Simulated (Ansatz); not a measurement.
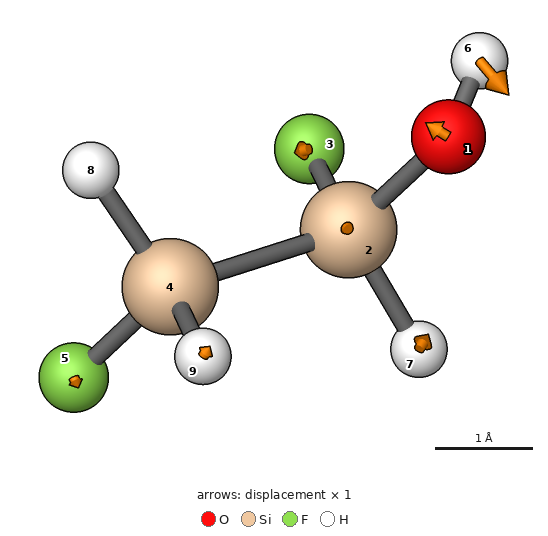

This is a relaxation of Si₂H₄OF₂ (coarse preliminary run). The starting structure is drawn; orange arrows show the displacements, at their true length. The two geometries are superimposed by the best rigid fit.

The picture is a ball-and-stick view, seen from a free direction.

The start comes from a force field.

Level of theory: RKS PBE-D4/def2-SVP in Ansatz. (force threshold 0.03 eV/Å; at most 200 steps)

Atoms of which element are displaced furthest, and by how much?

Answer. Hydrogen: up to 0.54 Å, against 0.29 Å for oxygen.

Describe the change and its energy.

Answer. Over 9 accepted moves (10 points after the start) the energy falls by 22.5 kJ/mol. Largest force component: 1.5 eV/Å at the start, 0.015 eV/Å at the end. The line search rejected the trial step at point 7 of the run. H6 moves most after the best rigid fit: 0.54 Å. By element the largest moves are H 0.54 Å, O 0.29 Å, F 0.22 Å, Si 0.11 Å. Some distances before and after: Si2–Si4 2.281 → 2.352 Å, Si4–F5 1.600 → 1.647 Å, Si2–F3 1.615 → 1.644 Å, O1–H6 0.996 → 0.973 Å. Bond angles that change, for instance: O1–Si2–Si4 113.0° → 103.3°, Si4–Si2–H7 109.4° → 116.4°, Si2–Si4–F5 113.4° → 108.9°. Groups turn about O1–Si2 by about 60°. The run took of the order of 40 core-seconds on a shared host.
